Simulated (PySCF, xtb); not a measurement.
Dissociation curve of CF, doublet.

- UKS-LDA (SVWN5)/6-31G* = unrestricted LDA (SVWN5)/6-31G*, spherical d run with PySCF 2.14.0
- UKS-CAM-B3LYP = PySCF with unrestricted CAM-B3LYP/cc-pVTZ
- GFN1-xTB (xtb)
- UMP2 = MP2 on UHF/cc-pVTZ, 2 core orbitals frozen run with PySCF 2.14.0

Energies are in kcal/mol, each relative to the lowest point of its own curve near equilibrium.

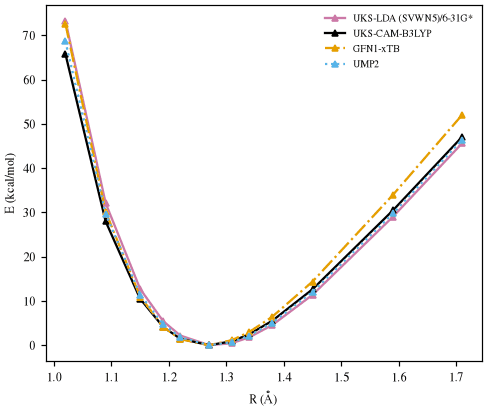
Figure. Energy against bond length for each method.

| R / Å | UKS-LDA (SVWN5)/6-31G* | UKS-CAM-B3LYP | GFN1-xTB | UMP2 |
|---|---|---|---|---|
| 1.02 | 73.3 | 65.8 | 72.6 | 68.6 |
| 1.09 | 32.1 | 28.0 | 30.2 | 29.7 |
| 1.15 | 12.7 | 10.5 | 11.0 | 11.5 |
| 1.19 | 5.4 | 4.1 | 4.2 | 4.7 |
| 1.22 | 2.2 | 1.5 | 1.4 | 1.8 |
| 1.27 | 0.0 | 0.0 | 0.0 | 0.0 |
| 1.31 | 0.5 | 0.9 | 1.2 | 0.7 |
| 1.34 | 1.8 | 2.5 | 3.0 | 2.2 |
| 1.38 | 4.6 | 5.5 | 6.4 | 5.1 |
| 1.45 | 11.4 | 12.6 | 14.4 | 12.1 |
| 1.59 | 29.0 | 30.5 | 34.0 | 29.8 |
| 1.71 | 45.6 | 47.0 | 52.0 | 46.4 |

At the longest distance, 1.71 Å, GFN1-xTB lies highest above its minimum (52.0 kcal/mol) and UKS-LDA (SVWN5)/6-31G* lowest (45.6 kcal/mol).

The scan ran from 1.02 to 5.09 Å; beyond the distances shown one of the unrestricted levels run for this scan, shown here or not, changes its spin distribution in one step.
